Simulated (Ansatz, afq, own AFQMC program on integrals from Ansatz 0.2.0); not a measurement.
# ZrCl (quartet): AFQMC on the coupled-cluster ladder at distance Zr1–Cl2 = 1.847 Å, def2-SVP, part 2 of 2

Ansatz 0.2.0, Gaussian basis, and an in-house AFQMC program (afq) on its integrals; all values are calculated; def2-SVP, frozen cores. Earlier steps stand in the parts before.

## (8) CCSD(T) on UHF

in.yaml

```yaml
crystal:
  periodic: [false, false, false]
  atoms:
    - {symbol: Zr, position_ang: [0.000000, 0.000000, 0.000000]}
    - {symbol: Cl, position_ang: [0.000000, 0.000000, 1.847000]}
basis:
  gaussian: {orbitals: def2-SVP}
magnetization: {spin_polarized: true, initial_magnetization: 3}
correlation: {method: ccsd_t, electrons: outside_noble_gas, hamiltonian_folder: ham}
```

On the command line:

```sh
$ ansatz run in.yaml --threads 1 --pin off --events-out ev --progress --plain --max-ram 1382MiB
```

Output:

```text
Functional definition: HF
  name "HF"
  cite "Fock, Z. Phys. 61, 126 (1930) doi:10.1007/BF01340294"
  parent pbe
  exchange = exact_x
  correlation = 0
488 factors; integrals over basis functions are off by at most 1.1e-3 eV
mean field evaluation 1: about -13760.4873 eV, gradient 9.7e0 eV
mean field evaluation 2: about -13760.4984 eV, gradient 9.7e0 eV
mean field evaluation 4: about -13761.3931 eV, gradient 1.8e0 eV
mean field evaluation 8: about -13761.4510 eV, gradient 1.6e-3 eV
mean field evaluation 16: about -13761.4707 eV, gradient 4.1e-1 eV
mean field evaluation 32: about -13760.8985 eV, gradient 3.3e-1 eV
mean field evaluation 64: about -13761.4294 eV, gradient 7.2e-1 eV
mean field evaluation 96: about -13761.1858 eV, gradient 1.9e-1 eV
mean field evaluation 128: about -13761.2000 eV, gradient 3.4e-1 eV
mean field evaluation 160: about -13761.4896 eV, gradient 6.9e-2 eV
mean field evaluation 192: about -13761.0046 eV, gradient 1.1e0 eV
mean field evaluation 224: about -13761.4905 eV, gradient 4.4e-6 eV
mean field evaluation 256: about -13761.2243 eV, gradient 1.6e-2 eV
mean field evaluation 288: about -13760.6804 eV, gradient 1.9e0 eV
mean field evaluation 320: about -13759.6846 eV, gradient 1.8e0 eV
mean field evaluation 352: about -13759.7563 eV, gradient 6.0e0 eV
mean field evaluation 384: about -13758.9993 eV, gradient 6.2e-1 eV
mean field evaluation 416: about -13759.4142 eV, gradient 1.5e-2 eV
mean field evaluation 448: about -13759.2172 eV, gradient 1.9e-2 eV
mean field evaluation 480: about -13757.7225 eV, gradient 9.2e0 eV
mean field evaluation 512: about -13758.4587 eV, gradient 2.7e0 eV
mean field evaluation 544: about -13758.4368 eV, gradient 1.1e0 eV
mean field evaluation 576: about -13758.3500 eV, gradient 4.9e-4 eV
mean field evaluation 608: about -13761.1232 eV, gradient 2.0e0 eV
mean field evaluation 640: about -13761.2244 eV, gradient 6.1e-4 eV
mean field evaluation 672: about -13761.1869 eV, gradient 7.1e-4 eV
mean field evaluation 704: about -13760.0623 eV, gradient 1.1e-1 eV
mean field evaluation 736: about -13760.0274 eV, gradient 2.5e0 eV
mean field evaluation 768: about -13759.4185 eV, gradient 3.2e-1 eV
mean field evaluation 800: about -13759.2102 eV, gradient 5.3e-4 eV
mean field evaluation 832: about -13759.0004 eV, gradient 2.6e-2 eV
mean field evaluation 864: about -13759.2172 eV, gradient 9.0e-3 eV
mean field evaluation 896: about -13758.3488 eV, gradient 2.5e-2 eV
mean field evaluation 928: about -13758.5471 eV, gradient 7.9e-1 eV
mean field evaluation 960: about -13758.4412 eV, gradient 7.1e-3 eV
mean field evaluation 992: about -13761.4384 eV, gradient 7.6e-2 eV
mean field evaluation 1024: about -13760.0629 eV, gradient 5.4e-2 eV
mean field evaluation 1056: about -13760.8940 eV, gradient 3.2e-1 eV
mean field evaluation 1088: about -13760.0569 eV, gradient 6.8e0 eV
mean field evaluation 1120: about -13760.0470 eV, gradient 6.7e-1 eV
mean field evaluation 1152: about -13761.1869 eV, gradient 2.3e-6 eV
mean field -13761.49047488 eV, -505.7254470786 hartree, gradient 4.4e-6 eV, S^2 3.760496; 31 other end points of the search recorded, 0 dependent functions left out
determinant -13761.49047488 eV, -505.7254470786 hartree, with singles and doubles -13766.97185386 eV, -505.9268840406 hartree
determinant -13761.45099542 eV, -505.7239962353 hartree, with singles and doubles -13767.00585121 eV, -505.9281334201 hartree
determinant -13761.22441117 eV, -505.7156694176 hartree, with singles and doubles -13766.62610883 eV, -505.9141781450 hartree
determinant -13761.18694837 eV, -505.7142926849 hartree, with singles and doubles -13766.61940854 eV, -505.9139319139 hartree
determinant -13760.89774479 eV, -505.7036646496 hartree, with singles and doubles -13766.13442149 eV, -505.8961089689 hartree
determinant -13760.06294801 eV, -505.6729864337 hartree, with singles and doubles -13765.56607799 eV, -505.8752227302 hartree
determinant -13759.41425890 eV, -505.6491475486 hartree, with singles and doubles -13764.93010680 eV, -505.8518512203 hartree
determinant -13759.21718556 eV, -505.6419052369 hartree, with singles and doubles -13764.60313069 eV, -505.8398350697 hartree
determinant -13759.21017270 eV, -505.6416475191 hartree, with singles and doubles -13764.55384864 eV, -505.8380239877 hartree
determinant -13759.00038169 eV, -505.6339378418 hartree, with singles and doubles -13764.47079861 eV, -505.8349719557 hartree
determinant -13758.44122963 eV, -505.6133893825 hartree, with singles and doubles -13763.83846528 eV, -505.8117341342 hartree
determinant -13758.35003811 eV, -505.6100381559 hartree, with singles and doubles -13763.80180771 eV, -505.8103869935 hartree
determinant -13758.34887574 eV, -505.6099954397 hartree, with singles and doubles -13763.67658883 eV, -505.8057852844 hartree
determinant -13761.49047488 eV, -505.7254470786 hartree, with singles and doubles -13766.99340346 eV, -505.9276759738 hartree
determinant -13761.45099542 eV, -505.7239962353 hartree, with singles and doubles -13767.01233350 eV, -505.9283716400 hartree
determinant -13761.22441117 eV, -505.7156694176 hartree, with singles and doubles -13766.63519912 eV, -505.9145122072 hartree
determinant -13761.18694837 eV, -505.7142926849 hartree, with singles and doubles -13766.63000441 eV, -505.9143213052 hartree
9 core orbitals not correlated: weight in the atoms' cores, before any rotation towards them, 0.913 or more for the frozen orbitals, at most 0.071 for the correlated occupied ones
reference -13761.45099542 eV, -505.7239962353 hartree; 7, 4 occupied and 33, 36 virtual orbitals, 488 factors
second order -5.15113853 eV of doubles, -0.00000000 eV of singles
cycle   1  -5.56133795 eV  change    1.3e-7 eV  update   1.7e-6
perturbative correction -0.17617312 eV, -0.0064742427 hartree
Total energy: -13767.18850649 eV, -505.9348458780 hartree
```

Run time: 19 s. Hardware: 1 thread of Arm Neoverse V1, shared host.

From the report: ⟨S²⟩ of the determinant 3.761 (pure quartet: 3.75); correlation -5.7375 eV; T1 0.017; largest double amplitude 0.07.

This run also writes the integrals to the folder ham.

## (9) Phaseless AFQMC, CISD trial on UHF

It reads the integrals that the CCSD(T) run on this determinant wrote.

On the command line:

```sh
$ afq ham --method phaseless --trial cisd --walkers 60 --populations 1 --least-time 40 --time-step 0.005 --steps-per-block 50 --equilibration-blocks 40 --max-blocks 300 --target-error 0.0004 --factor-cut 1e-05 --start spin_pure --seed 4084 --release-times 0.24,0.6,1.2,2,3,4.2 --release-step 0.04 --release-every 4 --taylor-order 6
```

Output:

```text
orbitals 40  electrons 7 4  factors 338 of 488
reference energy -505.72399624 Eh
CCSD correlation -0.20437537 Eh in 13 cycles, weight of the determinant in the CISD state 0.8960
energy of the start -505.928254 Eh
 block  time / (1/Eh)  mean weight  energy / Eh
     1     0.250  1.0008  -505.926419
     2     0.500  0.9995  -505.927935
     3     0.750  0.9997  -505.928552
     4     1.000  1.0003  -505.931423
     5     1.250  1.0010  -505.933426
     6     1.500  0.9985  -505.934887
     7     1.750  0.9991  -505.930443
     8     2.000  1.0003  -505.931313
     9     2.250  0.9994  -505.932615
    10     2.500  0.9997  -505.931879
    17     4.250  0.9996  -505.935060
    25     6.250  0.9992  -505.938034
    33     8.250  0.9987  -505.938374
    41    10.250  0.9992  -505.937649
    49    12.250  0.9975  -505.940538
    57    14.250  0.9979  -505.941832
    65    16.250  0.9984  -505.931863
    73    18.250  0.9992  -505.933661
    81    20.250  0.9983  -505.938753
    89    22.250  0.9987  -505.938085
    97    24.250  1.0021  -505.940501
   105    26.250  1.0013  -505.934848
   113    28.250  1.0004  -505.932709
   121    30.250  1.0013  -505.941177
   129    32.250  1.0010  -505.928636
   137    34.250  0.9975  -505.940828
   145    36.250  1.0011  -505.935228
   153    38.250  0.9993  -505.933178
   161    40.250  0.9999  -505.931142
   169    42.250  0.9995  -505.931860
   177    44.250  1.0027  -505.932282
   185    46.250  1.0015  -505.938819
   193    48.250  1.0005  -505.940699
   201    50.250  1.0019  -505.930715
   209    52.250  1.0013  -505.939754
   217    54.250  1.0013  -505.935149
   225    56.250  1.0005  -505.931780
   233    58.250  0.9974  -505.933788
   241    60.250  1.0015  -505.934422
   249    62.250  1.0017  -505.940607
   257    64.250  0.9991  -505.932108
   265    66.250  1.0020  -505.938257
   273    68.250  1.0026  -505.935313
   281    70.250  0.9995  -505.937888
   289    72.250  0.9965  -505.932953
   297    74.250  0.9997  -505.938790
   305    76.250  1.0004  -505.932746
   313    78.250  1.0023  -505.930689
   321    80.250  1.0015  -505.935583
   329    82.250  1.0022  -505.931176
   337    84.250  0.9985  -505.937221
blocks merged  error / Eh  count
     1  0.000257  300
     2  0.000319  150
     4  0.000386  75
     8  0.000440  37
    16  0.000491  18
    32  0.000610  9
released: time / (1/Eh)  energy / Eh  error  mean overlap
  0.24  -505.935293  0.000515  1.0057
  0.60  -505.936064  0.000429  0.9983
  1.20  -505.934784  0.000573  0.9986
  2.00  -505.934561  0.000761  1.0017
  3.00  -505.935644  0.000910  0.9887
  4.20  -505.936403  0.001072  1.0151
energy -505.935378 +/- 0.000491 Eh
```

Wall time 11 min (1 thread of Arm Neoverse V1, shared host).

Energy -13767.2030 ± 0.0134 eV. Caveats: constraint bias not in the error. The error still grows with block length (0.0120 to 0.0166 eV), so the bar may be too small.

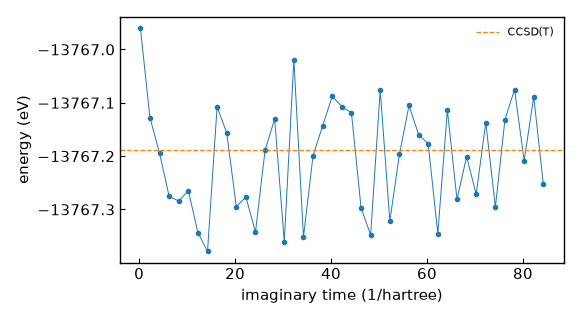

Block energies along the walk.

## (10) Phaseless AFQMC, single-determinant trial on UHF

It reads the integrals that the CCSD(T) run on this determinant wrote.

On the command line:

```sh
$ afq ham --method phaseless --trial hf --walkers 120 --populations 1 --least-time 40 --time-step 0.005 --steps-per-block 20 --equilibration-blocks 160 --max-blocks 600 --target-error 0.0012000000000000001 --factor-cut 1e-05 --start spin_pure --seed 4255 --taylor-order 6
```

Output:

```text
orbitals 40  electrons 7 4  factors 338 of 488
reference energy -505.72399624 Eh
CCSD correlation -0.20437537 Eh in 13 cycles, weight of the determinant in the CISD state 0.8960
energy of the start -505.724114 Eh
 block  time / (1/Eh)  mean weight  energy / Eh
     1     0.100  1.0018  -505.768912
     2     0.200  1.0023  -505.800624
     3     0.300  1.0013  -505.839510
     4     0.400  1.0005  -505.856513
     5     0.500  1.0016  -505.871703
     6     0.600  1.0007  -505.882959
     7     0.700  1.0012  -505.882332
     8     0.800  1.0013  -505.893473
     9     0.900  0.9996  -505.897406
    10     1.000  1.0006  -505.903032
    20     2.000  1.0003  -505.917042
    39     3.900  0.9997  -505.909558
    58     5.800  0.9994  -505.894791
    77     7.700  1.0002  -505.945801
    96     9.600  1.0007  -505.948849
   115    11.500  1.0005  -505.925220
   134    13.400  1.0022  -505.919684
   153    15.300  1.0009  -505.915872
   172    17.200  0.9990  -505.947861
   191    19.100  1.0002  -505.926805
   210    21.000  1.0005  -505.931698
   229    22.900  0.9981  -505.945588
   248    24.800  1.0012  -505.942313
   267    26.700  0.9991  -505.916720
   286    28.600  1.0006  -505.932425
   305    30.500  1.0002  -505.925580
   324    32.400  1.0000  -505.927316
   343    34.300  1.0004  -505.954534
   362    36.200  0.9989  -505.938012
   381    38.100  1.0014  -505.935918
   400    40.000  0.9993  -505.906049
   419    41.900  0.9977  -505.958913
   438    43.800  1.0006  -505.934852
   457    45.700  0.9998  -505.924818
   476    47.600  0.9980  -505.906821
   495    49.500  1.0009  -505.926108
   514    51.400  0.9985  -505.924249
   533    53.300  0.9931  -505.936727
   552    55.200  0.9996  -505.939837
   571    57.100  0.9981  -505.931206
   590    59.000  0.9994  -505.928259
   609    60.900  1.0018  -505.914816
   628    62.800  1.0012  -505.943655
   647    64.700  0.9995  -505.911686
   666    66.600  1.0006  -505.930650
   685    68.500  0.9993  -505.945170
   704    70.400  1.0010  -505.927981
   723    72.300  0.9998  -505.912214
   742    74.200  1.0011  -505.909310
blocks merged  error / Eh  count
     1  0.000595  600
     2  0.000787  300
     4  0.001029  150
     8  0.001293  75
    16  0.001511  37
    32  0.001706  18
    64  0.001853  9
energy -505.933333 +/- 0.001706 Eh
```

Run time: 6.3 min. Hardware: 1 thread of Arm Neoverse V1, shared host.

Energy -13767.1473 ± 0.0464 eV. Caveats: constraint bias not in the error.

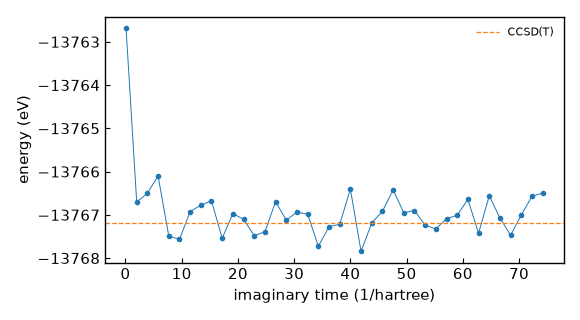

Block energies along the walk.

## (11) Free-projection AFQMC, CISD trial on UHF

It reads the integrals that the CCSD(T) run on this determinant wrote.

On the command line:

```sh
$ afq ham --method free --trial cisd --walkers 60 --time-step 0.03 --max-blocks 80 --target-error 0.0004 --factor-cut 1e-05 --seed 2603 --times 0,0.21,0.42,0.81,1.2,1.8,2.4,3 --taylor-order 8
```

Output:

```text
orbitals 40  electrons 7 4  factors 338 of 488
reference energy -505.72399624 Eh
CCSD correlation -0.20437537 Eh in 13 cycles, weight of the determinant in the CISD state 0.8960
repeat  energy at the last time / Eh  error
    10  -505.936711  0.001346
    20  -505.936837  0.000771
    30  -505.935958  0.000681
    40  -505.936021  0.000586
    50  -505.936192  0.000514
    60  -505.936159  0.000451
    70  -505.935674  0.000423
    80  -505.935441  0.000384
time / (1/Eh)  energy / Eh  error  mean overlap
  0.00  -505.928201  0.000141  1.1159
  0.21  -505.931250  0.000188  1.1167
  0.42  -505.933051  0.000205  1.1160
  0.81  -505.934933  0.000228  1.0971
  1.20  -505.934866  0.000240  1.1147
  1.80  -505.935518  0.000292  1.1046
  2.40  -505.935632  0.000396  1.1214
  3.00  -505.935441  0.000384  1.1226
energy -505.935441 +/- 0.000384 Eh
```

It took 5.9 min on 1 thread of Arm Neoverse V1, shared host.

Energy -13767.2047 ± 0.0105 eV. Caveats: remainder of the start not in the error.

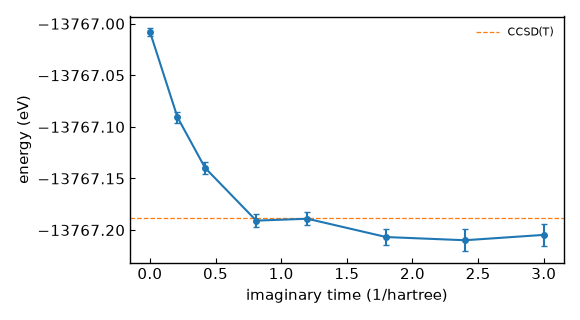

Energy against projection time, with error bars.

## (12) AFQMC on the ladder

On the UHF determinant, counted from CCSD(T) (a yardstick, not exact):

```
                                                             level  energy (eV)  from CCSD(T) (meV)  statistical error (meV)     time
                                                                HF  -13761.4510             +5737.5                                  
                                                               MP2  -13766.6021              +586.4                                  
                                                              CCSD  -13767.0123              +176.2                                  
                                                           CCSD(T)  -13767.1885                 0.0                                  
               Phaseless AFQMC, CISD trial, step 0.005, 60 walkers  -13767.2030               -14.5                     13.4   11 min
Phaseless AFQMC, single-determinant trial, step 0.005, 120 walkers  -13767.1473               +41.2                     46.4  6.3 min
          Free-projection AFQMC, CISD trial, step 0.03, 60 walkers  -13767.2047               -16.2                     10.5  5.9 min
```

The functionals' totals stand on their own zeros and serve differences with other points: PBE -13789.280 eV; r2SCAN -13793.922 eV; PBE0 -13789.699 eV; B3LYP -13794.649 eV; wB97M-V -13790.928 eV; B2PLYP -13785.300 eV.

## (13) Summary of results

What follows sums up all 2 parts.

| quantity | value |
| --- | --- |
| Phaseless AFQMC, CISD trial on UHF from CCSD(T) | -14.5 ± 13.4 meV |
| Phaseless AFQMC, single-determinant trial on UHF from CCSD(T) | +41.2 ± 46.4 meV |
| Free-projection AFQMC, CISD trial on UHF from CCSD(T) | -16.2 ± 10.5 meV |

On UHF the phaseless walk with the CISD trial lies -14.5 meV from CCSD(T), within three error bars. Free projection has no constraint; at the last time it gives -16.2 ± 10.5 meV, and from a start that isn't spin pure other spins can mix in. Error bars are statistical and leave out the constraint, the time step and what remains of the start. Zr carries a core potential, and spin-orbit coupling is left out.
